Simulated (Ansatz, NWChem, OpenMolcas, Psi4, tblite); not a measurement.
# Errors in the dipole moment

6 molecules; the dipole moment in D, computed less measured. Shapes, held fixed at every level: PBE0-D4/def2-TZVP; CS, SiS at the measured bond length. No vibrational averaging. Dipoles are compared by magnitude; molecules under 1 D, whose direction can flip, are left out. Programs: Ansatz 0.2.0, NWChem 7.3.0, OpenMolcas 26.06, Psi4 1.11, tblite 0.8.0. A level may come from different programs for different species; with the same settings they agree closely. Measured values: NIST CCCBDB.

Levels: A = GFN1-xTB; B = HF/cc-pVTZ; C = BLYP/cc-pVTZ; D = B3LYP/6-31G* (Cartesian functions).

```csv
molecule,measured,A,B,C,D
BrF (bromine fluoride),1.42,-0.41,+0.30,-0.16,-0.09
CS (carbon monosulfide),1.98,-0.38,-0.42,-0.05,-0.41
HF (hydrogen fluoride),1.82,+0.57,+0.13,-0.04,+0.02
SiS (SMILES [Si-]#[S+]),1.73,+2.73,+0.55,-0.17,+0.02
NClO (nitrosyl chloride),1.90,-1.21,+0.01,-0.27,-0.04
CH4S (methanethiol),1.52,-0.09,+0.13,-0.03,+0.21
```

(1) Sum up the errors.

Answers

(1) 
```tsv
level	kind	mean error	mean absolute error	worst case
GFN1-xTB	semi-empirical	+0.202	0.898	SiS
HF/cc-pVTZ	Hartree–Fock	+0.117	0.257	SiS
BLYP/cc-pVTZ	GGA	-0.120	0.120	NClO
B3LYP/6-31G* (Cartesian functions)	global hybrid	-0.048	0.132	CS
```

On this set BLYP/cc-pVTZ has the smallest mean absolute error and GFN1-xTB the largest. HF/cc-pVTZ is too high in 5 of 6; BLYP/cc-pVTZ is too low in 6 of 6. The levels differ in basis as well as in method. The smallest two are near a tie. Relativity is left out for Br. The set is small.

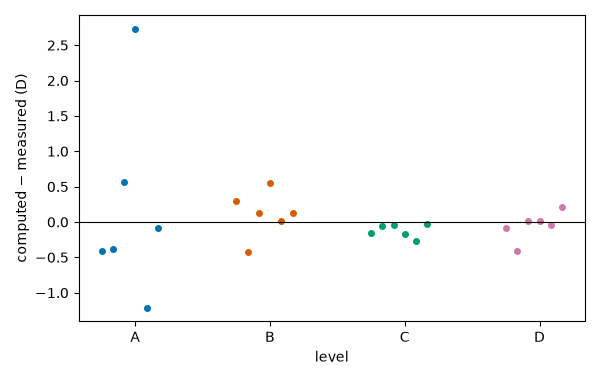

Errors of each level, one point a molecule.
